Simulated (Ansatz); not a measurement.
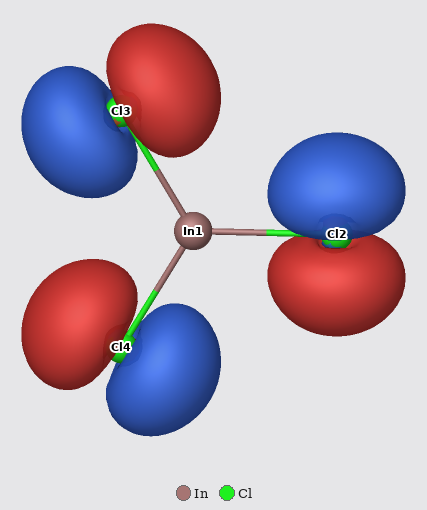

Figure 1: Cl$_{3}$In. One frontier orbital at ±0.08 Å⁻³ᐟ² (red and blue are the two phases), seen at a tilt.

Core potentials replace the inner electrons of In.

Level of theory: RKS r2SCAN/def2-SVP (Ansatz).

Question: Which orbital is it: HOMO or LUMO?

Answer: The HOMO, at −8.22 eV. It lies mainly on Cl2 (about 30 %), Cl3 (about 30 %) and Cl4 (about 30 %); it is symmetric in the molecular plane (an in-plane orbital: σ, lone-pair or in-plane π type); largely a combination of lone pairs on Cl2, Cl3 and Cl4.
